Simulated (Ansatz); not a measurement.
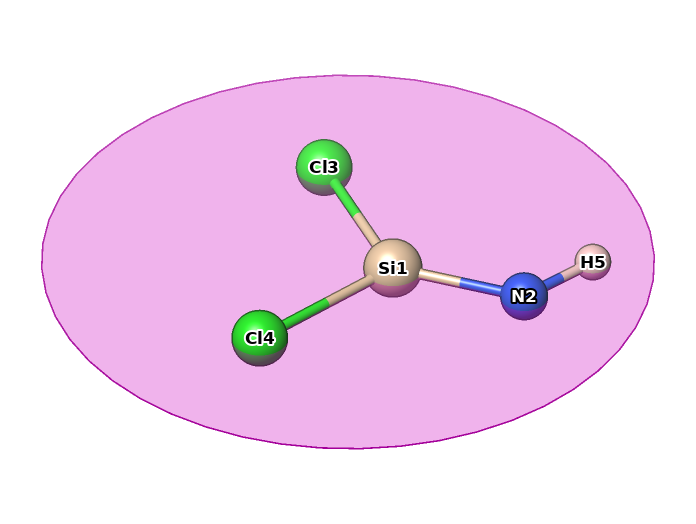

A disc through the centre of mass is drawn in. Depth is shown by fading: the farther an atom, the more it takes the colour of the background. The geometry was computed by an optimisation with PBE0-D4/def2-TZVP.

Q: Is the plane of the disc a mirror plane of the structure?

A: Yes. The reflection leaves Si1, N2, Cl3, Cl4, H5 in place. The point group is Cs.
